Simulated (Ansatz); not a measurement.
**CH6GeSi (SMILES [CH2]1[SiH2][GeH2]1) at CCSD(T)/cc-pVDZ**

Aim: the vertical singlet–triplet gap of CH6GeSi at CCSD(T)/cc-pVDZ, from 2 runs. 

Program for the calculation: Ansatz 0.2.0.

65 further runs of the same task are left out: 65 set aside as unsound or not needed.

## (1) The system as given

CH6GeSi has 9 atoms, charge 0, and is taken as a singlet. SMILES: `[CH2]1[SiH2][GeH2]1`. The shape is that of a PBE0-D4/def2-TZVP optimisation.

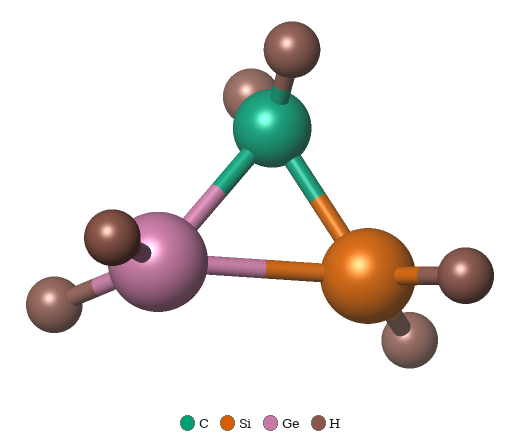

The structure, seen from a chosen angle (carbon teal, silicon orange, germanium pink, hydrogen brown).

## (2) A single-point energy at CCSD(T)/cc-pVDZ

in.yaml reads:

```yaml
crystal:
  periodic: [false, false, false]
  atoms:
    - {symbol: C, position_ang: [-0.726700, 0.082100, -0.693700]}
    - {symbol: Si, position_ang: [0.887500, 0.879500, -0.151400]}
    - {symbol: Ge, position_ang: [-0.040700, -0.948100, 0.885700]}
    - {symbol: H, position_ang: [-1.647500, 0.636600, -0.532900]}
    - {symbol: H, position_ang: [-0.737600, -0.453300, -1.639500]}
    - {symbol: H, position_ang: [0.802100, 2.227300, 0.458900]}
    - {symbol: H, position_ang: [2.050400, 0.731400, -1.058000]}
    - {symbol: H, position_ang: [0.399400, -2.377500, 0.568600]}
    - {symbol: H, position_ang: [-0.898400, -0.824300, 2.145300]}
basis:
  gaussian:
    orbitals: cc-pVDZ
correlation:
  method: ccsd_t
  frozen_orbitals: {C: 1, Ge: 9, H: 0, Si: 5}
accuracy: high
scf:
  omitted_lower_state_checks: [cluster_reference, increment]
```

Launch:

```sh
$ ansatz run in.yaml --threads 1 --pin off --max-ram 3480MiB --events-out events.jsonl --progress --plain --runs-dir runs
```

What it wrote, cut to the lines that bear on the results:

```text
Warning: RAYON_NUM_THREADS=1 ignored (pool sized by the plan → 1); use --threads N
Functional definition: HF
  name "HF"
[...]
2079 factors; integrals over basis functions are off by at most 4.8e-9 eV
[...]
mean field -65458.90997962 eV, -2405.5705721081 hartree, gradient 5.1e-8 eV, S^2 0.000000; 0 other end points of the search recorded, 0 dependent functions left out
15 core orbitals not correlated: weight in the atoms' cores, before any rotation towards them, 1.000 or more for the frozen orbitals, at most 0.000 for the correlated occupied ones
reference -65458.90997962 eV, -2405.5705721081 hartree; 14, 14 occupied and 60, 60 virtual orbitals, 2079 factors
second order -9.83956394 eV of doubles, -0.00000000 eV of singles
cycle   1  -10.72725164 eV  change   -8.9e-1 eV  update   8.5e-2
[...]
cycle  19  -11.17893520 eV  change   -2.3e-9 eV  update   2.6e-9
perturbative correction -0.37583125 eV, -0.0138115435 hartree
Total energy: -65470.46474606 eV, -2405.9952019428 hartree
Checks for a lower state left out: cluster_reference, increment
```

Wall time 20 s (1 thread of Arm Neoverse V2, shared host); peak memory 0.49 GiB.

## (3) The triplet at the same level

run.yaml reads:

```yaml
crystal:
  periodic: [false, false, false]
  atoms:
    - {symbol: C, position_ang: [-0.726700, 0.082100, -0.693700]}
    - {symbol: Si, position_ang: [0.887500, 0.879500, -0.151400]}
    - {symbol: Ge, position_ang: [-0.040700, -0.948100, 0.885700]}
    - {symbol: H, position_ang: [-1.647500, 0.636600, -0.532900]}
    - {symbol: H, position_ang: [-0.737600, -0.453300, -1.639500]}
    - {symbol: H, position_ang: [0.802100, 2.227300, 0.458900]}
    - {symbol: H, position_ang: [2.050400, 0.731400, -1.058000]}
    - {symbol: H, position_ang: [0.399400, -2.377500, 0.568600]}
    - {symbol: H, position_ang: [-0.898400, -0.824300, 2.145300]}
basis:
  gaussian:
    orbitals: cc-pVDZ
scf:
  omitted_lower_state_checks: [cluster_reference, increment]
correlation:
  method: ccsd_t
  frozen_orbitals: {C: 1, Ge: 9, H: 0, Si: 5}
magnetization:
  spin_polarized: true
  initial_magnetization: 2
accuracy: high
```

Launch:

```sh
$ ansatz run run.yaml --threads 1 --pin off --max-ram 3480MiB --events-out events.jsonl --progress --plain --runs-dir runs
```

What it wrote, cut to the lines that bear on the results:

```text
Warning: RAYON_NUM_THREADS=1 ignored (pool sized by the plan → 1); use --threads N
[... 2 set-up lines as earlier in the session ...]
[...]
2079 factors; integrals over basis functions are off by at most 4.8e-9 eV
[...]
mean field -65454.81113275 eV, -2405.4199422642 hartree, gradient 1.7e-8 eV, S^2 2.011874; 7 other end points of the search recorded, 0 dependent functions left out
15 core orbitals not correlated: weight in the atoms' cores, before any rotation towards them, 1.000 or more for the frozen orbitals, at most 0.000 for the correlated occupied ones
reference -65454.81113275 eV, -2405.4199422642 hartree; 15, 13 occupied and 59, 61 virtual orbitals, 2079 factors
second order -9.45621674 eV of doubles, -0.00000000 eV of singles
cycle   1  -10.37023031 eV  change   -9.1e-1 eV  update   8.6e-2
[...]
cycle  33  -10.83603957 eV  change   3.6e-10 eV  update   2.2e-9
perturbative correction -0.36255386 eV, -0.0133236087 hartree
Total energy: -65466.00972618 eV, -2405.8314829820 hartree
Checks for a lower state left out: cluster_reference, increment
```

It took 95 s on 1 thread of Arm Neoverse V2, shared host; peak memory 0.9 GiB.

## (4) What came out

Level: CCSD(T)/cc-pVDZ, 15 core orbitals frozen.

| quantity | value |
| --- | --- |
| singlet: total energy | -2405.99520 Eh |
| singlet: correlation energy (15 core orbitals frozen) | -424.6 mEh |
| singlet: (T) correction | -13.81 mEh |
| singlet: T1 diagnostic | 0.010 |
| triplet: total energy | -2405.83148 Eh |
| triplet: correlation energy (15 core orbitals frozen) | -411.5 mEh |
| triplet: (T) correction | -13.32 mEh |
| triplet: ⟨S²⟩ of the reference determinant | 2.012 |
| triplet: T1 diagnostic | 0.012 |
| vertical energy of the triplet above the singlet | 4.455 eV |

At this shape the triplet lies 4.46 eV (430 kJ/mol) above the singlet. The triples (singlet) make up 3.3 % of the correlation energy. The triples (triplet) make up 3.2 % of the correlation energy.
